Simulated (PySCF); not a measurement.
**BH₄N, SMILES `BN`: what the electrons do**

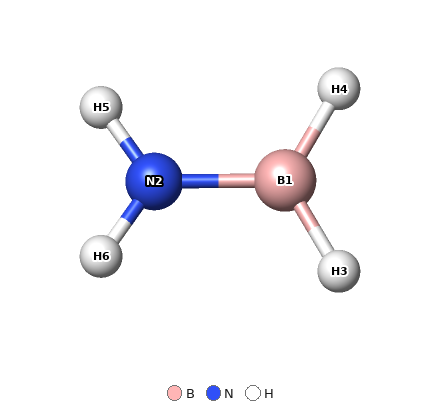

The molecule, with its atoms numbered as below. No frequency check shows the geometry to be a minimum.

Coordinates in Å:

```
B1      -0.7740    0.0000    0.0000
N2       0.6035    0.0000    0.0000
H3      -1.3408    1.0253    0.0000
H4      -1.3408   -1.0253    0.0000
H5       1.1635   -0.8364    0.0000
H6       1.1635    0.8365    0.0000
```

## 1. Bonding charge

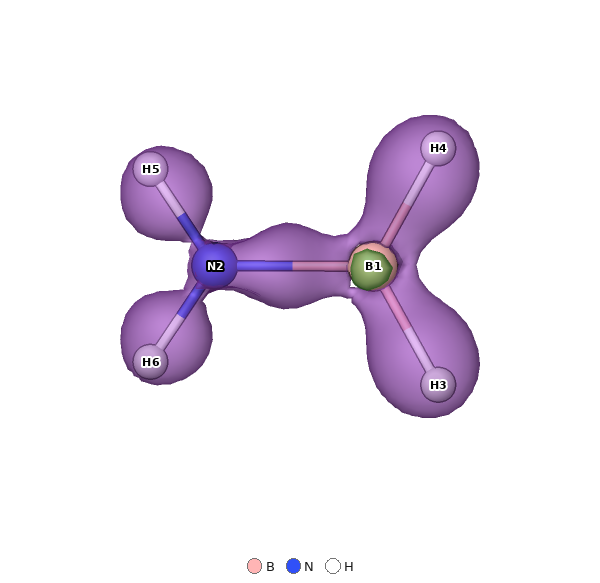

Deformation density (molecule less spherical, spin-averaged free atoms at the same positions), surfaces at ±0.21 e/Å³; purple: gain, green: loss.

PySCF calculation, PBE0/cc-pVTZ, gas phase; geometry: GFN2-xTB.

**How much density has each bond gained at its critical point, relative to the free atoms?**

N2–H5 and N2–H6: +0.91 e/Å³ at the bond critical point (bond length 1.01 Å, Mayer order 1.0). B1–H3 and B1–H4: +0.49 e/Å³ at the bond critical point (bond length 1.17 Å, Mayer order 1.0). B1–N2: +0.42 e/Å³ at the bond critical point (bond length 1.38 Å, Mayer order 1.5). In all, 1.3 electrons gather in the regions of gain relative to the promolecule.

**Where do the Hirshfeld charges lie?**

The highest Hirshfeld charge is on H5 and H6 (+0.14 e), the lowest on N2 (−0.23 e).

```tsv
atom	charge (e)
B1	+0.09
N2	−0.23
H3	−0.07
H4	−0.07
H5	+0.14
H6	+0.14
```

## 2. Bond critical points

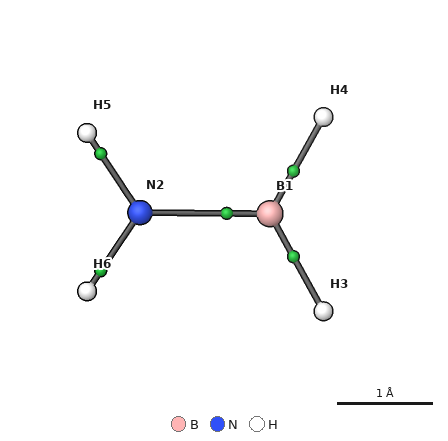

Molecular graph of the electron density (QTAIM): bond paths, bond critical points (green), ring points (magenta, if any); weak paths are dashed.

**How many critical points of each kind are there, and does the count close?**

6 nuclei, 5 bond, 0 ring and 0 cage critical points: 6 − 5 + 0 − 0 = 1, as the Poincaré–Hopf relation requires.

**Give the properties at the bond critical points.**

```tsv
bond	length (Å)	ρ (a.u.)	∇²ρ (a.u.)	ε	H (a.u.)
N2–H5 (2 alike)	1.007	0.350	−1.87	0.03	−0.526
B1–N2	1.378	0.218	+0.62	0.02	−0.210
B1–H3 (2 alike)	1.172	0.189	−0.31	0.16	−0.210
```

**What kind of interaction is B1–H3?**

Shared-shell (covalent): ρ = 0.189, ∇²ρ = −0.31, H = −0.210 a.u.

## 3. Local ionisation energy

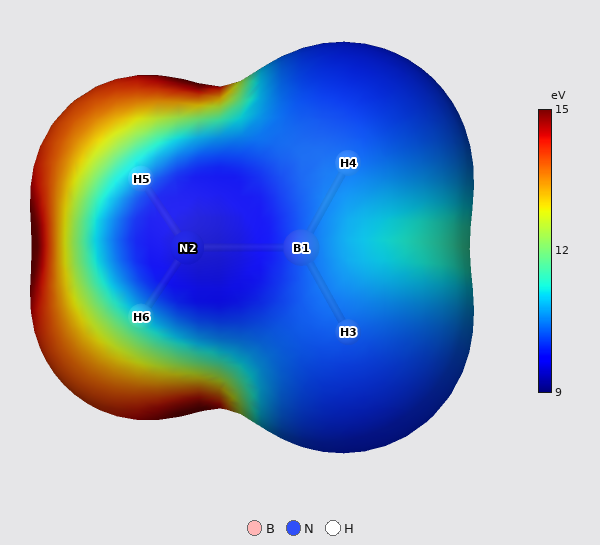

Average local ionisation energy on the surface of electron density 0.001 a.u.

**Where are the most loosely bound electrons on this surface?**

The lowest value is 9.3 eV, off the molecular plane, over N2 (2.0 Å), and at like points elsewhere. Further minima include 9.9 eV, 1.5 Å from H4, and at like points elsewhere. For comparison, the highest occupied orbital lies at −8.7 eV.

## 4. Excited states

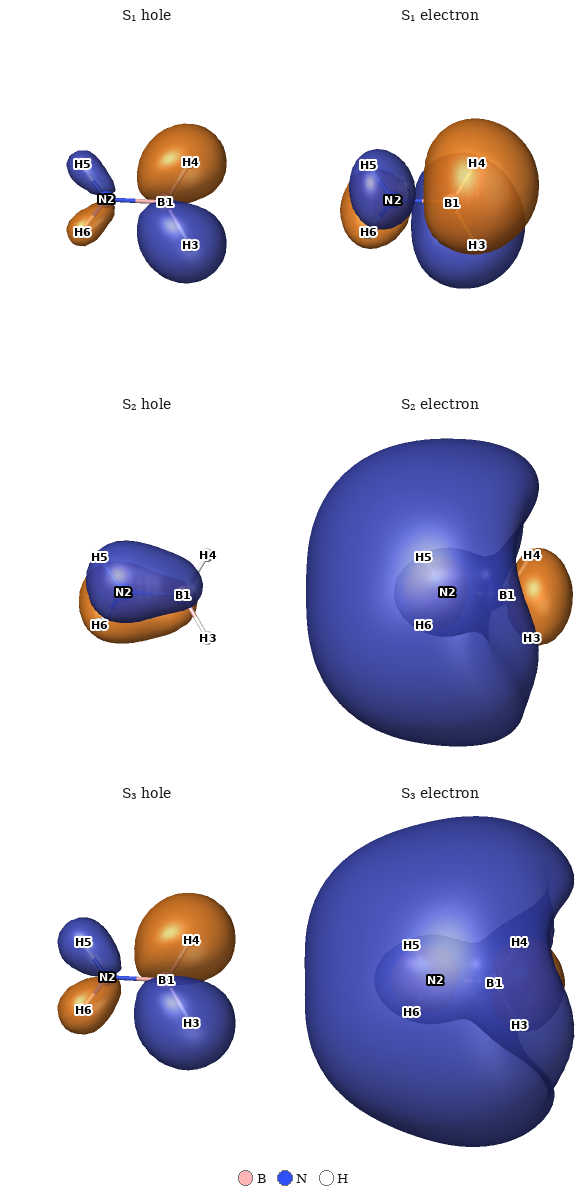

Leading natural transition orbitals (TDA singlet states).

Level of theory: CAM-B3LYP/def2-SVPD (PySCF), at a geometry from GFN2-xTB.

**Give the energy and character of each state.**

By state:
- S₁: 7.39 eV (168 nm), f = 0.000 (dark), σ → empty p orbital of B1; the leading pair carries 100 %; hole on B1 (39 %), H3 and H4 (25 % each) and N2 (6 %), electron on B1 (60 %), N2 (16 %) and H3 and H4 (10 % each); their centroids lie 0.2 Å apart.
- S₂: 7.80 eV (159 nm), f = 0.055, n → diffuse (Rydberg-like) orbital; the leading pair carries 100 %; hole on N2 (67 %), B1 (20 %) and H5 and H6 (6 % each), electron on H5 and H6 (29 % each), B1 (18 %) and N2 (15 %) (atom shares of so diffuse an orbital are rough); their centroids lie 0.6 Å apart.
- S₃: 8.59 eV (144 nm), f = 0.029, σ → diffuse (Rydberg-like) orbital; the leading pair carries 100 %; hole on B1 (37 %), H3 and H4 (25 % each) and N2 (8 %), electron on B1 (30 %), H5 and H6 (21 % each) and N2 (10 %) (atom shares of so diffuse an orbital are rough); their centroids lie 1.2 Å apart; S₄ lies within 0.1 eV of it.

## 5. Stretching a bond

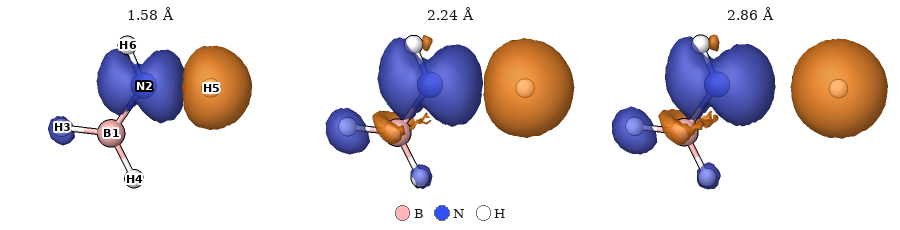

Rigid stretch of the N2–H5 bond. Broken-symmetry UHF spin density at ±0.03 e/Å³ (orange: α, blue: β).

Computed with PySCF, 6-311G** basis, geometry: GFN2-xTB.

**How does the broken-symmetry solution share the spin, and how far is it from a pure singlet?**

At 2.86 Å excess α spin lies mostly on H5 and excess β on N2; the two could be swapped at no cost. ⟨S²⟩ is 0.25 at 1.58 Å, 0.93 at 2.24 Å and 1.01 at 2.86 Å, against 0 for a pure singlet and 1 for an equal mix of singlet and triplet.

**Where does the UHF solution part from RHF?**

Between 1.38 Å (⟨S²⟩ = 0, the two coincide) and 1.58 Å (⟨S²⟩ = 0.25); at 2.86 Å ⟨S²⟩ is 1.01 and UHF lies 4.2 eV below RHF.

**How much energy does the stretch cost?**

By CASSCF, 5.0 eV from the lowest point of the scan (1.02 Å) to 2.86 Å; RHF gives 8.7 eV from its own lowest point. The fragments aren't relaxed and dynamic correlation is missing, so this isn't a bond dissociation energy.

The PySCF runs shown took 8.1 s, 53 s and 42 s on 1 thread of Arm Neoverse V1, with other jobs on the host.
